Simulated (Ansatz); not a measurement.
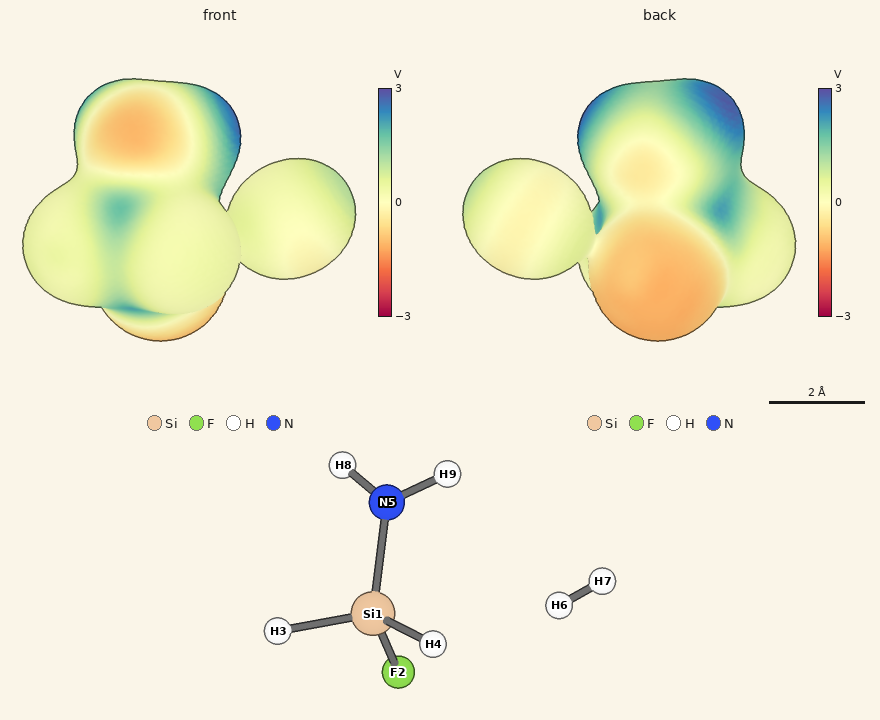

Figure 1: FH4NSi···H2. The electrostatic potential painted on the density surface at 0.004 e/bohr³, seen from the front and from behind; red is negative and blue positive. The bare structure is drawn below in the same view.

The reactant side of a reaction path; geometry: PBE0-D4/def2-TZVP.

Method: Ansatz, RKS PBE0-D4/def2-TZVPP.

```csv
atom,x (Å),y (Å),z (Å)
Si,0.1675,-0.7735,0.7727
F,1.0041,-1.2065,-0.5284
H,-0.2625,-2.0352,1.4142
H,1.0946,0.0352,1.5935
N,-1.2119,0.1550,0.4435
H,1.2139,1.1122,-1.9292
H,1.2089,1.8452,-2.0728
H,-2.0641,-0.2617,0.1074
H,-1.1504,1.1294,0.1991
```

### Describe the electrostatic potential map.

The most negative region (about −1.2 V, or −28 kcal/mol for a unit charge) lies over F2, the most positive (about +2.8 V, or +65 kcal/mol for a unit charge) over H8 and H9.
